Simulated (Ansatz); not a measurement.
**A workflow on Si5H10 (SMILES [SiH2]1[SiH2][SiH2][SiH2][SiH2]1)**

Aim: a series of 10 runs (HF/STO-3G, UHF/STO-3G, HF/3-21G, UHF/3-21G, HF/6-31G*) of H10Si5. 

Program for the calculation: Ansatz 0.2.0.

### Step 1. The structure to begin with

The species is Si5H10 (15 atoms), meant as a singlet with charge 0. As SMILES, `[SiH2]1[SiH2][SiH2][SiH2][SiH2]1`. Geometry: relaxed at PBE0-D4/def2-TZVP. This is one conformer, not always the lowest. The run starts from this shape.

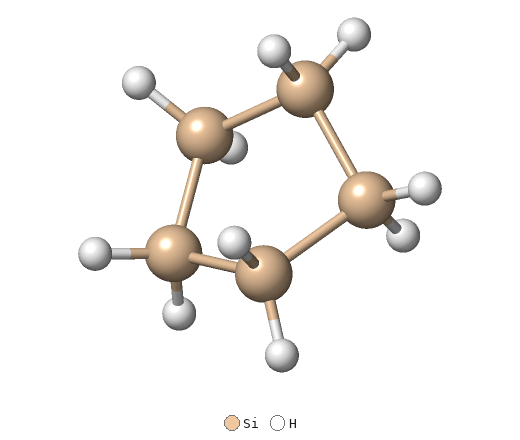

The structure, seen from a chosen angle (silicon light orange, hydrogen white).

### Step 2. A structure relaxation at HF/STO-3G (paw set gaussian, start density atoms) (run 1)

File in.yaml:

```yaml
crystal:
  periodic: [false, false, false]
  atoms:
    - symbol: Si
      position_ang: [-1.084060, 1.459050, 0.707660]
    - symbol: Si
      position_ang: [-0.059090, -0.250640, 1.935200]
    - symbol: Si
      position_ang: [1.685310, -0.847370, 0.493250]
    - symbol: Si
      position_ang: [0.606660, -0.977730, -1.585910]
    - symbol: Si
      position_ang: [-1.132210, 0.611030, -1.483210]
    - symbol: H
      position_ang: [-0.194180, 2.654660, 0.740620]
    - symbol: H
      position_ang: [-2.428560, 1.852980, 1.210560]
    - symbol: H
      position_ang: [0.385250, 0.161940, 3.294480]
    - symbol: H
      position_ang: [-1.000910, -1.399120, 2.063570]
    - symbol: H
      position_ang: [2.395090, -2.100510, 0.869400]
    - symbol: H
      position_ang: [2.671440, 0.270290, 0.461680]
    - symbol: H
      position_ang: [0.014450, -2.335600, -1.746080]
    - symbol: H
      position_ang: [1.530020, -0.729740, -2.727130]
    - symbol: H
      position_ang: [-0.952370, 1.690690, -2.492650]
    - symbol: H
      position_ang: [-2.436840, -0.059940, -1.741430]
basis:
  gaussian:
    orbitals: STO-3G
hamiltonian:
  xc: hf
relax:
  f_tol: 0.002
output: {orbitals: {seedname: orbitals}}
```

Command:

```
$ ansatz run in.yaml --threads 1 --pin off --max-ram 3480MiB --events-out events.jsonl --progress --plain --runs-dir runs
```

The log of the run:

```text
Warning: RAYON_NUM_THREADS=1 ignored (pool sized by the plan → 1); use --threads N
The last accepted step is kept in runs//last_step.txt (removed where the run ends without a failure and the disk answers)
[... 203 lines left out ...]
Total energy: -39019.80418366 eV, -1433.9513551763 hartree
[... 15 lines left out ...]
Dipole moment:     0.000048    -0.000042     0.000187 e Å
```

Run time: 83 s. Hardware: 1 thread of Intel Xeon Platinum 8259CL at 2.50GHz (Skylake/Cascade Lake), shared host; peak memory 0.15 GiB.

Steps, from the record of the run:

```tsv
step	energy from the first frame kept (eV)	largest force (eV/Å)
1	0.0000	1.7197
3	-1.0206	0.1331
5	-1.0663	0.4857
7	-1.0915	0.0878
9	-1.0984	0.0465
11	-1.1066	0.1259
13	-1.1093	0.1313
15	-1.1109	0.0863
17	-1.1131	0.0389
19	-1.1142	0.0494
21	-1.1138	0.0869
23	-1.1148	0.0108
25	-1.1150	0.0212
27	-1.1150	0.0046
29	-1.1150	0.0120
31	-1.1150	0.0020
```

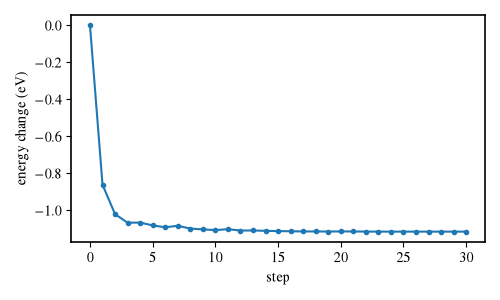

Energy along the run.

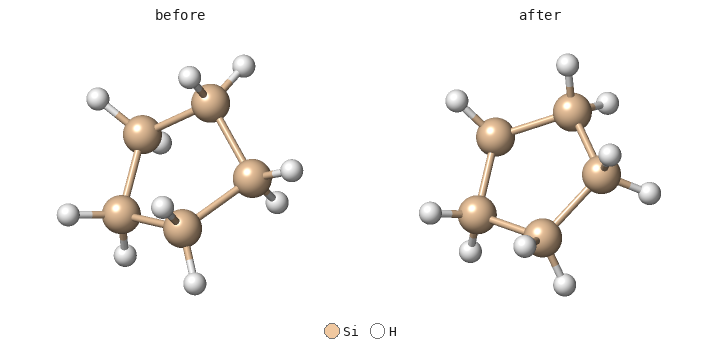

Before and after, at one scale.

After the run. Bond lengths: Si1–Si2 2.255 Å, Si2–Si3 2.255 Å, Si3–Si4 2.255 Å, Si1–Si5 2.255 Å, Si4–Si5 2.255 Å, Si1–H6 1.425 Å, Si1–H7 1.425 Å, Si2–H8 1.425 Å, Si2–H9 1.425 Å, Si3–H10 1.425 Å, Si3–H11 1.425 Å, Si4–H12 1.425 Å, Si4–H13 1.425 Å, Si5–H14 1.425 Å, Si5–H15 1.425 Å. Some angles: Si1–Si2–Si3 108.0°, Si2–Si1–Si5 108.0°, Si2–Si3–Si4 108.0°, Si3–Si4–Si5 108.0°, Si1–Si5–Si4 108.0°, Si1–Si2–H8 110.6°, Si1–Si2–H9 110.6°, Si3–Si2–H8 110.6°, Si3–Si2–H9 110.6°, Si2–Si1–H6 110.6°.

### Step 3. Vibrational wavenumbers at HF/STO-3G (paw set gaussian, start density atoms) (run 2)

File molecule.yaml:

```yaml
crystal:
  periodic: [false, false, false]
  atoms:
    - {symbol: Si, position_ang: [-1.311459, 1.219134, 0.687997]}
    - {symbol: Si, position_ang: [0.223359, 0.099241, 1.902641]}
    - {symbol: Si, position_ang: [1.452155, -1.154721, 0.487459]}
    - {symbol: Si, position_ang: [0.672824, -0.814404, -1.601070]}
    - {symbol: Si, position_ang: [-1.036857, 0.650693, -1.476841]}
    - {symbol: H, position_ang: [-1.156630, 2.625176, 0.859543]}
    - {symbol: H, position_ang: [-2.628656, 0.898479, 1.126711]}
    - {symbol: H, position_ang: [1.055792, 1.007854, 2.618179]}
    - {symbol: H, position_ang: [-0.412632, -0.723315, 2.876998]}
    - {symbol: H, position_ang: [1.365119, -2.533683, 0.835936]}
    - {symbol: H, position_ang: [2.829752, -0.800149, 0.571437]}
    - {symbol: H, position_ang: [0.238849, -2.042047, -2.179735]}
    - {symbol: H, position_ang: [1.704436, -0.309530, -2.444362]}
    - {symbol: H, position_ang: [-0.765657, 1.804880, -2.267153]}
    - {symbol: H, position_ang: [-2.230395, 0.072381, -1.997730]}
basis:
  gaussian: {orbitals: STO-3G}
hamiltonian: {xc: hf}
phonons: {temperatures: {t_min: 298.15, t_max: 298.15, t_step: 1}}
```

Command:

```
$ ansatz run molecule.yaml --threads 1 --pin off --max-ram 3480MiB --events-out events.jsonl --progress --plain --runs-dir runs
```

The log of the run:

```text
Warning: RAYON_NUM_THREADS=1 ignored (pool sized by the plan → 1); use --threads N
[... 482 lines left out ...]
Total energy: -39019.80415347 eV, -1433.9513540670 hartree
[... 15 lines left out ...]
Dipole moment:     0.000048    -0.000042     0.000188 e Å
Vibrations: 25.10 26.34 292.94 292.94 441.71 469.57 469.70 503.93 560.36 560.38 609.81 609.92 664.83 664.86 815.28 815.40 824.43 936.52 936.56 958.34 958.47 976.30 1004.83 1004.87 1226.32 1226.37 1237.90 1237.93 1260.57 2856.33 2856.61 2857.20 2857.34 2859.43 2888.27 2888.54 2891.13 2891.26 2893.88 cm⁻¹, zero-point energy 3.121455 eV
```

Wall time 3.5 min (1 thread of Intel Xeon Platinum 8259CL at 2.50GHz (Skylake/Cascade Lake), shared host); peak memory 0.14 GiB.

Runs 3 to 7 aren't shown in full; the table further down has their settings and results.

### Step 4. The doublet cation: a structure relaxation at UHF/3-21G (paw set gaussian, start density atoms) (run 8)

File molecule.yaml:

```yaml
crystal:
  periodic: [false, false, false]
  atoms:
    - {symbol: Si, position_ang: [-1.128755, 1.480586, 0.721999]}
    - {symbol: Si, position_ang: [-0.045073, -0.238291, 1.989183]}
    - {symbol: Si, position_ang: [1.715974, -0.889456, 0.503664]}
    - {symbol: Si, position_ang: [0.622781, -0.992006, -1.628623]}
    - {symbol: Si, position_ang: [-1.154546, 0.627955, -1.522590]}
    - {symbol: H, position_ang: [-0.248236, 2.681314, 0.752282]}
    - {symbol: H, position_ang: [-2.484494, 1.833326, 1.220351]}
    - {symbol: H, position_ang: [0.432154, 0.217964, 3.321135]}
    - {symbol: H, position_ang: [-0.983425, -1.384168, 2.144353]}
    - {symbol: H, position_ang: [2.385116, -2.163761, 0.876311]}
    - {symbol: H, position_ang: [2.710798, 0.218286, 0.469162]}
    - {symbol: H, position_ang: [0.026396, -2.345997, -1.793746]}
    - {symbol: H, position_ang: [1.555822, -0.715532, -2.753415]}
    - {symbol: H, position_ang: [-0.950048, 1.717310, -2.514797]}
    - {symbol: H, position_ang: [-2.454464, -0.047540, -1.785259]}
basis:
  gaussian: {orbitals: 3-21G.json}
total_charge: 1
magnetization: {spin_polarized: true, initial_magnetization: 1}
hamiltonian: {xc: hf}
relax: {}
```

The basis set 3-21G is read from a file made from the Basis Set Exchange's data (not shown).

Command:

```
$ ansatz run molecule.yaml --threads 1 --pin off --max-ram 3480MiB --events-out events.jsonl --progress --plain --runs-dir runs
```

The log of the run, shortened:

```text
Warning: RAYON_NUM_THREADS=1 ignored (pool sized by the plan → 1); use --threads N
[... 1 set-up line as earlier in the session ...]
[... 396 lines left out ...]
Total energy: -39252.00211756 eV, -1442.4844718578 hartree
[... 15 lines left out ...]
Dipole moment:     0.204703    -0.170950     0.353871 e Å
```

It took 5.8 min on 1 thread of Intel Xeon Platinum 8259CL at 2.50GHz (Skylake/Cascade Lake), shared host; peak memory 0.31 GiB.

Steps, from the record of the run:

```tsv
step	energy from the first frame kept (eV)	largest force (eV/Å)
1	0.0000	2.6815
4	-0.8088	0.5854
7	-0.9154	0.0975
10	-0.9180	0.0281
13	-0.9197	0.0561
16	-0.9202	0.0122
19	-0.9209	0.0573
22	-0.9225	0.0414
25	-0.9249	0.1218
28	-0.9286	0.0867
31	-0.9314	0.0409
34	-0.9336	0.0903
37	-0.9362	0.0787
40	-0.9382	0.0567
43	-0.9396	0.1218
46	-0.9418	0.0673
49	-0.9432	0.0709
52	-0.9447	0.0471
55	-0.9447	0.0445
58	-0.9456	0.0114
61	-0.9456	0.0075
```

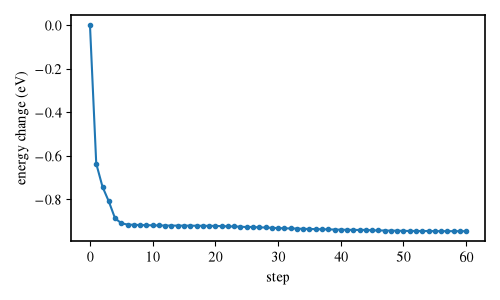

Energy along the run.

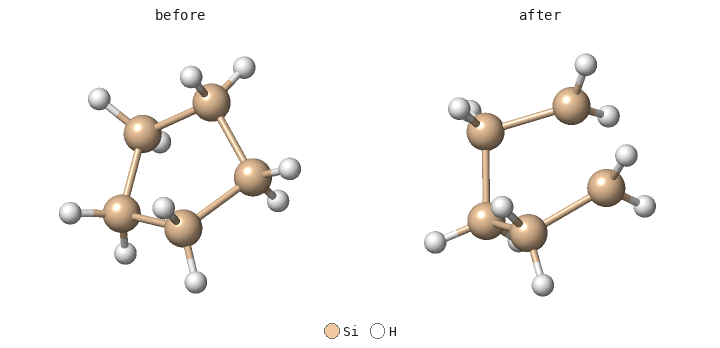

Before and after, at one scale.

After the run. Bond lengths: Si1–Si2 2.410 Å, Si3–Si4 2.410 Å, Si1–Si5 2.388 Å, Si4–Si5 2.388 Å, Si1–H6 1.479 Å, Si1–H7 1.479 Å, Si2–H8 1.476 Å, Si2–H9 1.477 Å, Si3–H10 1.477 Å, Si3–H11 1.476 Å, Si4–H12 1.479 Å, Si4–H13 1.479 Å, Si5–H14 1.478 Å, Si5–H15 1.481 Å. Some angles: Si2–Si1–Si5 104.9°, Si3–Si4–Si5 105.4°, Si1–Si5–Si4 102.1°, Si1–Si2–H8 122.7°, Si1–Si2–H9 119.4°, Si2–Si1–H6 104.0°, Si2–Si1–H7 105.5°, Si5–Si1–H6 111.1°, Si5–Si1–H7 116.4°, Si3–Si4–H12 105.4°. A long bond or contact: Si2–Si3 2.955 Å.

Run 9 isn't shown in full; the table further down has it.

### Step 5. The harmonic vibrations at HF/6-31G(d) (Cartesian functions, paw set gaussian, start density atoms) (run 10)

File molecule.yaml:

```yaml
crystal:
  periodic: [false, false, false]
  atoms:
    - {symbol: Si, position_ang: [-1.155954, 1.449379, 0.712613]}
    - {symbol: Si, position_ang: [-0.004613, -0.185330, 1.978831]}
    - {symbol: Si, position_ang: [1.682566, -0.930327, 0.496883]}
    - {symbol: Si, position_ang: [0.625170, -0.966677, -1.624503]}
    - {symbol: Si, position_ang: [-1.135453, 0.627314, -1.513440]}
    - {symbol: H, position_ang: [-0.393808, 2.718568, 0.764446]}
    - {symbol: H, position_ang: [-2.524654, 1.709958, 1.207608]}
    - {symbol: H, position_ang: [0.524225, 0.333128, 3.258316]}
    - {symbol: H, position_ang: [-0.923428, -1.310070, 2.272698]}
    - {symbol: H, position_ang: [2.257621, -2.239742, 0.871958]}
    - {symbol: H, position_ang: [2.775248, 0.069979, 0.475598]}
    - {symbol: H, position_ang: [0.053967, -2.309703, -1.873107]}
    - {symbol: H, position_ang: [1.575040, -0.661979, -2.716432]}
    - {symbol: H, position_ang: [-0.932125, 1.725291, -2.483621]}
    - {symbol: H, position_ang: [-2.423803, -0.029797, -1.827839]}
basis:
  gaussian:
    orbitals: "6-31G*"
hamiltonian:
  xc: hf
phonons:
  temperatures: {t_min: 298.15, t_max: 298.15, t_step: 1}
```

Command:

```
$ ansatz run molecule.yaml --threads 1 --pin off --max-ram 3480MiB --events-out events.jsonl --progress --plain --runs-dir runs
```

The log of the run:

```text
Warning: RAYON_NUM_THREADS=1 ignored (pool sized by the plan → 1); use --threads N
[... 481 lines left out ...]
Total energy: -39467.35711299 eV, -1450.3986219669 hartree
[... 15 lines left out ...]
Dipole moment:     0.003668    -0.001943     0.016091 e Å
Vibrations: 5.84 69.79 181.91 206.22 352.01 359.52 381.57 398.34 428.72 430.58 457.81 481.40 492.82 498.92 634.33 648.34 683.03 701.72 728.27 768.76 804.96 832.34 833.13 843.58 998.17 998.71 1010.69 1011.01 1033.77 2337.60 2338.02 2339.76 2340.33 2348.74 2349.72 2356.49 2356.66 2361.36 2366.50 cm⁻¹, zero-point energy 2.527508 eV
```

It took 10 min on 1 thread of Intel Xeon Platinum 8259CL at 2.50GHz (Skylake/Cascade Lake), shared host; peak memory 0.3 GiB.

### Step 6. Overview of the runs

```tsv
run	level	task	walk f tol	partner	energy (Eh)	dipole moment (D)	wall time
1	HF/STO-3G (paw set gaussian, start density atoms)	optimise	0.002	base	-1433.951355	0.00	83 s
2	HF/STO-3G (paw set gaussian, start density atoms)	frequencies	–	base	-1433.951354	0.00	3.5 min
3	UHF/STO-3G (paw set gaussian, start density atoms)	energy	–	cation	-1433.688855	–	9 s
4	UHF/STO-3G (paw set gaussian, start density atoms)	optimise	–	cation	-1433.720623	–	95 s
5	HF/3-21G (paw set gaussian, start density atoms)	optimise	0.002	base	-1442.782956	0.12	35 s
6	HF/3-21G (paw set gaussian, start density atoms)	frequencies	–	base	-1442.782956	0.12	4.8 min
7	UHF/3-21G (paw set gaussian, start density atoms)	energy	–	cation	-1442.449721	–	18 s
8	UHF/3-21G (paw set gaussian, start density atoms)	optimise	–	cation	-1442.484472	–	5.8 min
9	HF/6-31G* (Cartesian functions, paw set gaussian, start density atoms)	optimise	0.002	base	-1450.398622	0.08	94 s
10	HF/6-31G* (Cartesian functions, paw set gaussian, start density atoms)	frequencies	–	base	-1450.398622	0.08	10 min
```

### Step 7. Outcome

| quantity | value |
| --- | --- |
| run 10, HF/6-31G*: total energy | -1450.39862 Eh |
| run 10, HF/6-31G*: dipole moment | 0.08 D |
| run 10, HF/6-31G*: largest force on an atom | 0.003 eV/Å |
| run 10, HF/6-31G*: lowest harmonic wavenumber | 6 cm⁻¹ |
| run 10, HF/6-31G*: highest harmonic wavenumber | 2366 cm⁻¹ |
| run 10, HF/6-31G*: zero-point energy | 243.9 kJ/mol |
| vertical ionisation energy (to the doublet cation), HF/STO-3G | 7.143 eV |
| vertical ionisation energy (to the doublet cation), HF/3-21G | 9.068 eV |
| adiabatic ionisation energy (to the doublet cation, no zero-point term), HF/STO-3G | 6.279 eV |
| adiabatic ionisation energy (to the doublet cation, no zero-point term), HF/3-21G | 8.122 eV |

At HF/STO-3G: removing an electron at fixed nuclei costs 7.14 eV (165 kcal/mol). In a minimal basis such a difference can be off by several eV, whatever the method. At HF/3-21G: the vertical ionisation energy comes to 9.07 eV (209 kcal/mol). At HF/STO-3G: the adiabatic ionisation energy (to the doublet cation, no zero-point term) is 6.28 eV (145 kcal/mol). At HF/3-21G: the adiabatic ionisation energy (to the doublet cation, no zero-point term) is 8.12 eV (784 kJ/mol). The second species lost a bond as it relaxed, so this leads to another structure. In runs 1, 2, 3, 4 the basis is minimal, so the values are rough. All runs together took 30 min, the longest 10 min.
